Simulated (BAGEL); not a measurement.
# CH5BS (SMILES CBS): B3LYP/6-311+G(d,p) (density fitting with qzvpp-jkfit)

Aim: the energy change on altering one bond length of CH5BS at B3LYP/6-311+G** (density fitting with qzvpp-jkfit), from 2 runs. 

Program for the calculation: BAGEL 1.2.2.

2 further runs of the same task are left out: 2 that didn't finish. Runs told in other sessions of the task aren't counted.

## (1) The molecule

The species is CH5BS (8 atoms), meant as a singlet with charge 0. SMILES: `CBS`. The shape is that of a PBE0-D4/def2-TZVP optimisation. This is one conformer, not always the lowest.

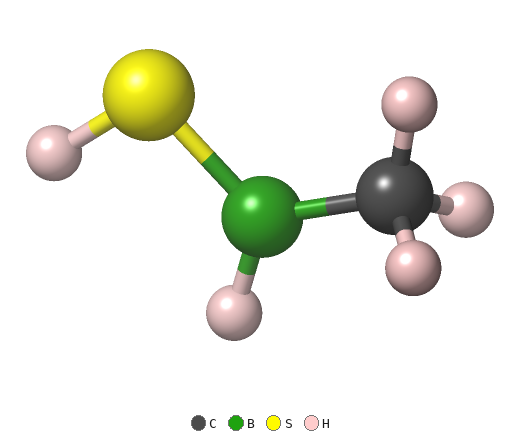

Viewed from a chosen angle; carbon dark grey, boron green, sulfur yellow, hydrogen pink.

## (2) The energy at B3LYP/6-311+G(d,p) (density fitting with qzvpp-jkfit)

input.json

```json
{ "bagel" : [

{
  "title" : "molecule",
  "basis" : "6-311+gss.json",
  "df_basis" : "qzvpp-jkfit",
  "angstrom" : true,
  "geometry" : [
    { "atom" : "C", "xyz" : [      -0.632700,       0.847900,      -0.265800 ] },
    { "atom" : "B", "xyz" : [       0.342600,      -0.361800,      -0.154300 ] },
    { "atom" : "S", "xyz" : [       0.598100,      -1.148000,       1.424500 ] },
    { "atom" : "H", "xyz" : [      -1.413900,       0.622700,      -1.001100 ] },
    { "atom" : "H", "xyz" : [      -0.096800,       1.714400,      -0.670300 ] },
    { "atom" : "H", "xyz" : [      -1.113300,       1.144600,       0.668300 ] },
    { "atom" : "H", "xyz" : [       0.932300,      -0.785200,      -1.103800 ] },
    { "atom" : "H", "xyz" : [       1.475800,      -2.091700,       1.046800 ] }
  ]
},

{
  "title" : "ks",
  "xc_func" : "b3lyp"
},

{
  "title" : "print",
  "file" : "orbitals.molden",
  "orbitals" : true
}

]}
```

The basis set 6-311+G** is read from a file made from the Basis Set Exchange's data (not shown).

Run with:

```console
$ BAGEL_NUM_THREADS=1 BAGEL input.json > input.out
```

Log:

```text
* using 1 threads per process

  ===============================================================
  ===============================================================

  *** Geometry ***

  { "atom" : "C", "xyz" : [     -1.195630,      1.602299,     -0.502289 ] },
  { "atom" : "B", "xyz" : [      0.647420,     -0.683703,     -0.291585 ] },
  { "atom" : "S", "xyz" : [      1.130245,     -2.169406,      2.691915 ] },
  { "atom" : "H", "xyz" : [     -2.671884,      1.176732,     -1.891805 ] },
  { "atom" : "H", "xyz" : [     -0.182925,      3.239746,     -1.266683 ] },
  { "atom" : "H", "xyz" : [     -2.103832,      2.162981,      1.262904 ] },
  { "atom" : "H", "xyz" : [      1.761792,     -1.483813,     -2.085880 ] },
  { "atom" : "H", "xyz" : [      2.788858,     -3.952740,      1.978165 ] },

  Number of auxiliary basis functions:      368

  Since a DF basis is specified, we compute 2- and 3-index integrals:
    o Being stored without compression. Storage requirement is 0.032 GB

  Number of basis functions:      104
  Number of electrons      :       32

    * METHOD: MOLECULE                             0.25

  *** Kohn-Sham DFT ***

    * Removing 13765 points whose weight is below 1.00e-10
    * Grid points: 105483

  === Nuclear Repulsion ===
    88.4338901975

       - DIIS with orbital gradients will be used.

  === KS iteration (b3lyp / 6-311+gss.json) ===
      0       -347.38862532          0.33469239           0.53
      1       -265.07108272          0.24904569           0.55
      2       -328.30876211          0.26851966           0.52
      3       -442.55094849          0.13568826           0.52
      4       -460.32471371          0.08070124           0.52
      5       -461.71387594          0.08669876           0.52
      6       -464.14437098          0.01424921           0.53
      7       -464.19304596          0.01054783           0.52
      8       -464.23436744          0.00356662           0.52
      9       -464.23842701          0.00133389           0.52
     10       -464.23901179          0.00045939           0.54
     11       -464.23908114          0.00006330           0.54
     12       -464.23908279          0.00002185           0.52
     13       -464.23908301          0.00000448           0.52
     14       -464.23908301          0.00000243           0.52
     15       -464.23908302          0.00000059           0.52
     16       -464.23908302          0.00000009           0.52
     17       -464.23908302          0.00000003           0.51
     18       -464.23908302          0.00000001           0.51
    * SCF iteration converged.

    * Permanent dipole moment:
           (   -0.100758,     0.049107,     0.238715) a.u.

    * METHOD: KS                                  10.83

    * METHOD: PRINT                                0.03

  ===============================================================
```

Wall time 11 s (1 thread of Arm Neoverse N1, shared host); peak memory 0.49 GiB.

## (3) The distorted shape, same level

input.json

```json
{ "bagel": [

{
  "title": "molecule",
  "basis": "6-311+gss.json",
  "df_basis": "qzvpp-jkfit",
  "angstrom": "true",
  "geometry": [
    { "atom": "C", "xyz": [      -0.398312,       0.915468,      -0.045183 ] },
    { "atom": "B", "xyz": [       0.576988,      -0.294232,       0.066317 ] },
    { "atom": "S", "xyz": [       0.832488,      -1.080432,       1.645117 ] },
    { "atom": "H", "xyz": [      -1.413900,       0.622700,      -1.001100 ] },
    { "atom": "H", "xyz": [       0.137588,       1.781968,      -0.449683 ] },
    { "atom": "H", "xyz": [      -0.878912,       1.212168,       0.888917 ] },
    { "atom": "H", "xyz": [       1.166688,      -0.717632,      -0.883183 ] },
    { "atom": "H", "xyz": [       1.710188,      -2.024132,       1.267417 ] }
  ]
},

{ "title": "ks", "xc_func": "b3lyp" },

{ "title": "print", "file": "orbitals.molden", "orbitals": "true" }

]}
```

The basis set 6-311+G** is read from a file made from the Basis Set Exchange's data (not shown).

Run with:

```console
$ BAGEL_NUM_THREADS=1 BAGEL input.json > input.out
```

Log:

```text
* using 1 threads per process

  ===============================================================
  ===============================================================

  *** Geometry ***

  { "atom" : "C", "xyz" : [     -0.752701,      1.729984,     -0.085383 ] },
  { "atom" : "B", "xyz" : [      1.090349,     -0.556018,      0.125321 ] },
  { "atom" : "S", "xyz" : [      1.573174,     -2.041721,      3.108821 ] },
  { "atom" : "H", "xyz" : [     -2.671884,      1.176732,     -1.891805 ] },
  { "atom" : "H", "xyz" : [      0.260004,      3.367431,     -0.849778 ] },
  { "atom" : "H", "xyz" : [     -1.660903,      2.290666,      1.679810 ] },
  { "atom" : "H", "xyz" : [      2.204721,     -1.356128,     -1.668974 ] },
  { "atom" : "H", "xyz" : [      3.231787,     -3.825055,      2.395071 ] },

  Number of auxiliary basis functions:      368

  Since a DF basis is specified, we compute 2- and 3-index integrals:
    o Being stored without compression. Storage requirement is 0.032 GB

  Number of basis functions:      104
  Number of electrons      :       32

    * METHOD: MOLECULE                             0.25

  *** Kohn-Sham DFT ***

    * Removing 13356 points whose weight is below 1.00e-10
    * Grid points: 105892

  === Nuclear Repulsion ===
    87.3889794288

       - DIIS with orbital gradients will be used.

  === KS iteration (b3lyp / 6-311+gss.json) ===
      0       -347.85449297          0.33445640           0.53
      1       -267.85766440          0.24477726           0.52
      2       -329.01462263          0.26852278           0.52
      3       -441.53312248          0.13872452           0.52
      4       -460.74731738          0.07608027           0.51
      5       -460.37442862          0.10373004           0.52
      6       -464.10715898          0.01462212           0.52
      7       -464.17940232          0.00786607           0.52
      8       -464.20008960          0.00283757           0.53
      9       -464.20277279          0.00142702           0.53
     10       -464.20339999          0.00062799           0.52
     11       -464.20354453          0.00007076           0.53
     12       -464.20354693          0.00002726           0.53
     13       -464.20354731          0.00000463           0.53
     14       -464.20354731          0.00000154           0.53
     15       -464.20354731          0.00000056           0.52
     16       -464.20354731          0.00000012           0.53
     17       -464.20354731          0.00000004           0.53
     18       -464.20354731          0.00000001           0.54
     19       -464.20354731          0.00000000           0.53
    * SCF iteration converged.

    * Permanent dipole moment:
           (   -0.166770,     0.039697,     0.168248) a.u.

    * METHOD: KS                                  11.40

    * METHOD: PRINT                                0.04

  ===============================================================
```

It took 12 s on 1 thread of Arm Neoverse N1, shared host; peak memory 0.49 GiB.

## (4) Results

Level: B3LYP/6-311+G** (density fitting with qzvpp-jkfit).

```
                                                         quantity          value
                                        first shape: total energy  -464.23908 Eh
                                       first shape: dipole moment         0.67 D
                                         first shape: HOMO energy       -7.88 eV
                                         first shape: LUMO energy       -0.97 eV
                                       first shape: HOMO–LUMO gap        6.90 eV
                                    distorted shape: total energy  -464.20355 Eh
                                   distorted shape: dipole moment         0.61 D
                                     distorted shape: HOMO energy       -7.88 eV
                                     distorted shape: LUMO energy       -1.21 eV
                                   distorted shape: HOMO–LUMO gap        6.67 eV
energy change with the C1–H4 bond stretched from 1.096 to 1.425 Å       0.967 eV
```

In words: With the C1–H4 bond stretched from 1.096 to 1.425 Å the energy rises by 0.97 eV (93.3 kJ/mol). The first shape isn't relaxed at this level, so the change isn't measured from a minimum.
